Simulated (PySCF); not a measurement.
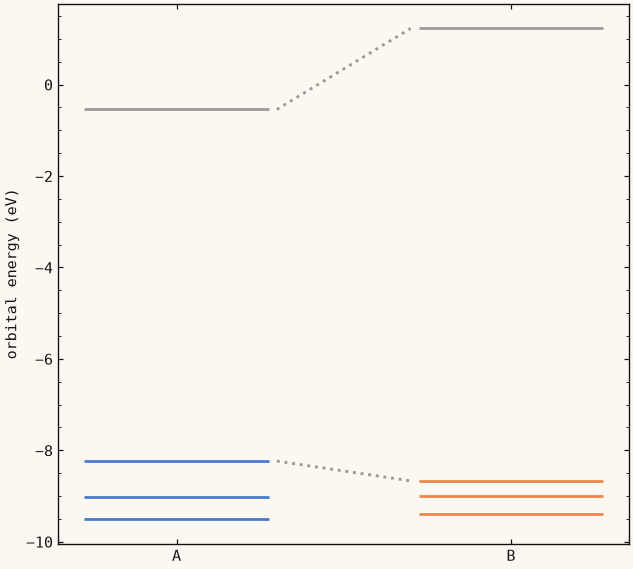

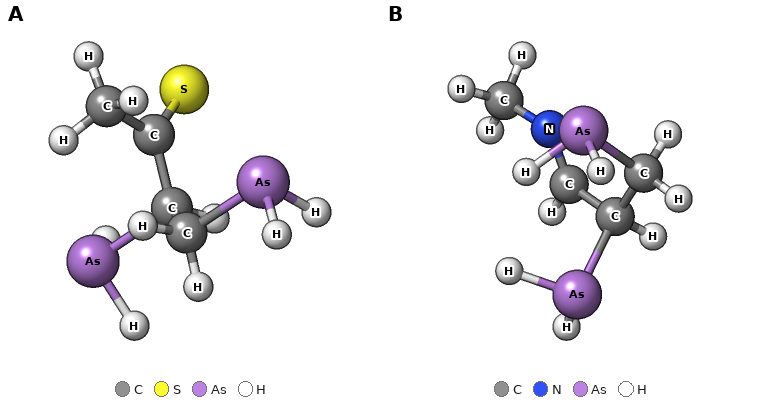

Related molecules: A is C₄H₁₀As₂S, SMILES CC(=S)[C@H]([AsH2])C[AsH2]; B is C₄H₁₁As₂N, SMILES C/N=C/[C@H]([AsH2])C[AsH2]. Frontier orbital energies, ωB97X-D/def2-SVPD in PySCF, at a PBE0-D3(BJ)/def2-SVP geometry (no frequency check); drawn are at most three filled levels and, in grey, the LUMO with any level within 0.03 eV of it; dotted lines join the HOMOs and the LUMOs.

> What does the change do to the frontier levels?

From A to B the HOMO falls by 0.43 eV and the LUMO rises by 1.77 eV, so the separation goes from 7.69 to 9.90 eV.

> Does the ΔSCF ionisation energy follow the HOMO?

A: −ε(HOMO) 8.24, ΔSCF 8.33 eV; B: −ε(HOMO) 8.67, ΔSCF 8.84 eV.

Limits of at least one run: empty levels above zero depend strongly on the basis; one conformer of a flexible molecule.
